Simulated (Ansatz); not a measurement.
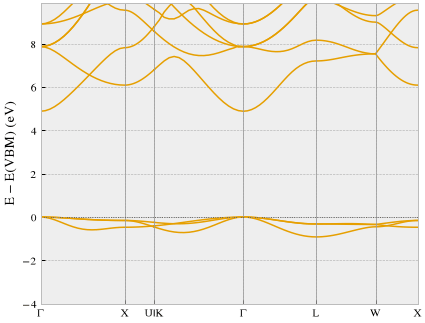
Figure: Band structure from the program Ansatz at the r²SCAN level (PAW)

Read off the gap and where the band edges lie.

About 4.9 eV (4.89 eV by a search for the band edges); maximum at Γ, minimum at Γ.

The material is RbBr (rock salt, Fm-3m).

The cell was relaxed with r²SCAN under the symmetry of its start. Scalar-relativistic: spin–orbit coupling is off unless named, which matters more the heavier the elements.

Potentials: the later of the program's two PAW sets.
